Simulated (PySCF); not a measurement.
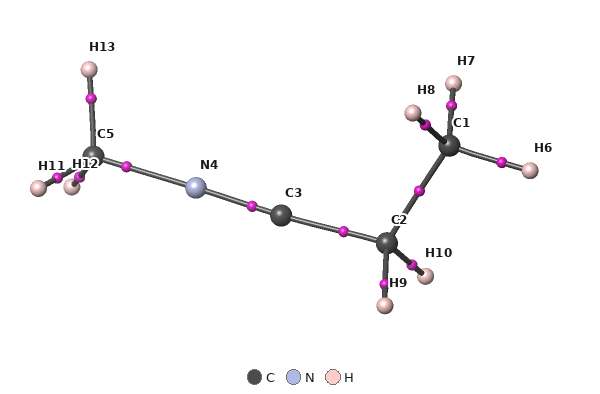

*C4H8N, charge +1, SMILES `CCC#[N+]C`. Molecular graph of the electron density (QTAIM): bond paths, bond critical points (magenta), ring points (cyan, if any); weak paths are dashed.*

PySCF calculation, CAM-B3LYP/cc-pVDZ, gas phase; geometry: GFN2-xTB. No frequency check shows the geometry to be a minimum.

Cartesian coordinates (Å):

```
C1       2.1789    0.6475    0.0000
C2       1.3513   -0.6511    0.0003
C3      -0.0288   -0.3733   -0.0002
N4      -1.1416   -0.0806   -0.0009
C5      -2.4789    0.2439    0.0005
H6       3.2326    0.3857    0.0006
H7       1.9721    1.2420   -0.8852
H8       1.9714    1.2432    0.8843
H9       1.5873   -1.2505    0.8872
H10      1.5879   -1.2510   -0.8861
H11     -2.9072    0.0207    0.9800
H12     -2.9962   -0.3371   -0.7660
H13     -2.5919    1.3090   -0.2125
```

**How many critical points of each kind are there, and does the count close?**

13 nuclei, 12 bond, 0 ring and 0 cage critical points: 13 − 12 + 0 − 0 = 1, as the Poincaré–Hopf relation requires.

**Tabulate density, Laplacian, ellipticity and energy density at the bond critical points (atomic units).**

| bond | length (Å) | ρ (a.u.) | ∇²ρ (a.u.) | ε | H (a.u.) |
| --- | --- | --- | --- | --- | --- |
| C3–N4 | 1.151 | 0.442 | +0.73 | 0.00 | −0.784 |
| C2–C3 | 1.408 | 0.279 | −0.73 | 0.01 | −0.316 |
| C1–H6 | 1.086 | 0.279 | −1.07 | 0.02 | −0.306 |
| C1–H7 | 1.086 | 0.279 | −1.05 | 0.02 | −0.304 |
| C1–H8 | 1.086 | 0.279 | −1.05 | 0.02 | −0.304 |
| C5–H11 | 1.092 | 0.279 | −1.11 | 0.04 | −0.309 |
| C5–H12 | 1.092 | 0.279 | −1.11 | 0.04 | −0.309 |
| C5–H13 | 1.092 | 0.279 | −1.10 | 0.04 | −0.308 |
| C2–H10 (2 alike) | 1.096 | 0.273 | −1.05 | 0.01 | −0.297 |
| N4–C5 | 1.376 | 0.264 | +0.02 | 0.00 | −0.405 |
| C1–C2 | 1.540 | 0.229 | −0.48 | 0.00 | −0.179 |

**What kind of interaction is C5–H13?**

Shared-shell (covalent): ρ = 0.279, ∇²ρ = −1.10, H = −0.308 a.u.

The PySCF run took 12 s on 1 thread of Intel(R) Xeon(R) Platinum 8488C (Sapphire Rapids) (shared host), peak memory 0.47 GiB.
